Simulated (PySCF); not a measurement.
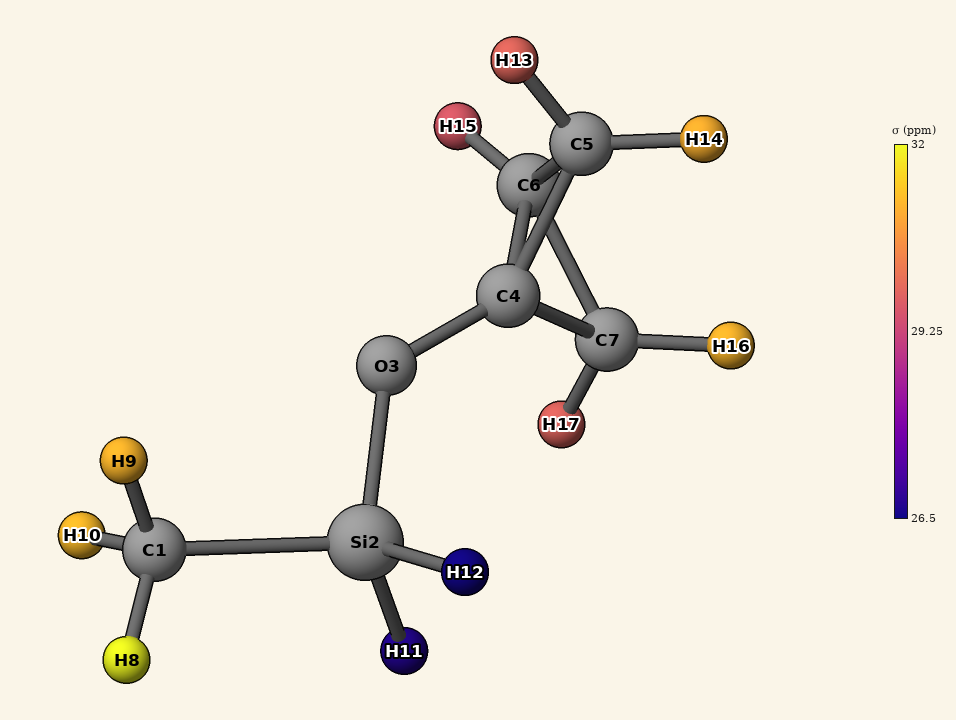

Atoms are coloured by their isotropic NMR shieldings (H only, the others grey). The computed structure is the end point of a GFN2-xTB optimisation. No frequency run is at hand to confirm it as a minimum. Properties computed with GIAO PBE0/pcSseg-1 NMR shielding, non-relativistic, gas phase (PySCF 2.14.0).

Give the isotropic NMR shieldings of the H atoms atom by atom.

```tsv
atom	σ (ppm)
H8	32.00
H9	31.15
H10	31.21
H11	26.70
H12	26.55
H13	29.89
H14	31.06
H15	29.63
H16	31.15
H17	29.83
```

The geometry is semi-empirical. Around Si such bond lengths and angles can be off by a tenth of an ångström or more and by several degrees, and values that hang on the shape move with them.
